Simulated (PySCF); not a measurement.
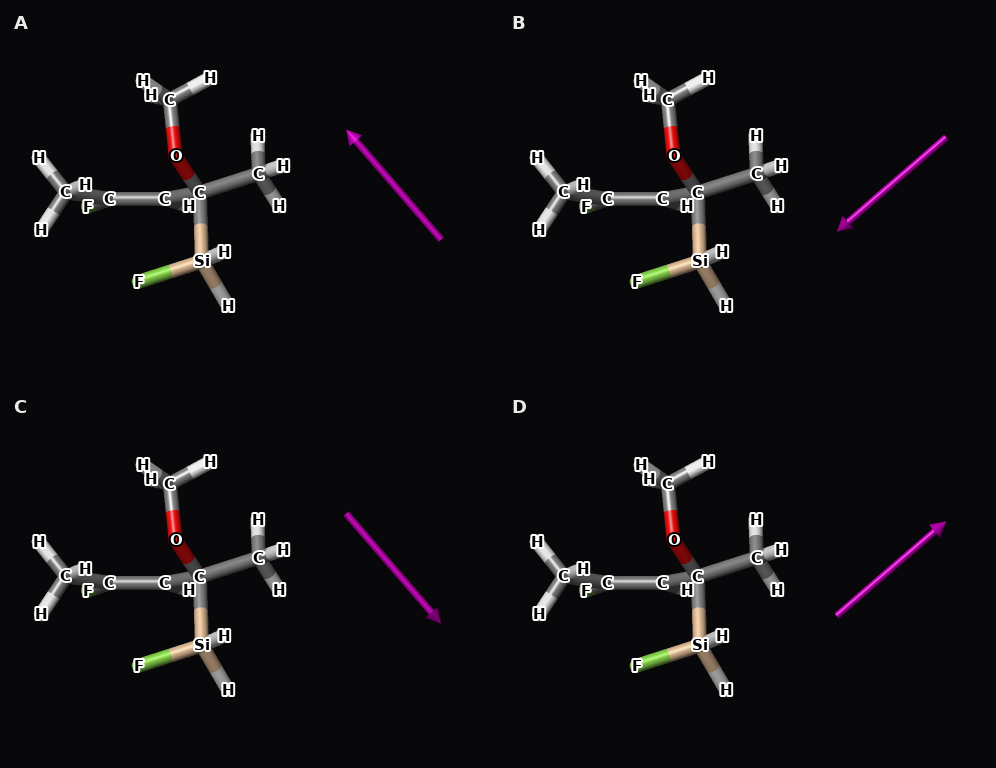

The same molecule four times, each with an arrow. The computed structure is the end point of a GFN2-xTB optimisation. No frequency run is at hand to confirm it as a minimum. Method: PBE0/pcSseg-1, gas phase (PySCF 2.14.0).

**Which arrow points along the dipole moment, from the negative to the positive end?**

D. The dipole moment is 2.51 D.

The geometry is semi-empirical. Around Si such bond lengths and angles can be off by a tenth of an ångström or more and by several degrees, and values that hang on the shape move with them.
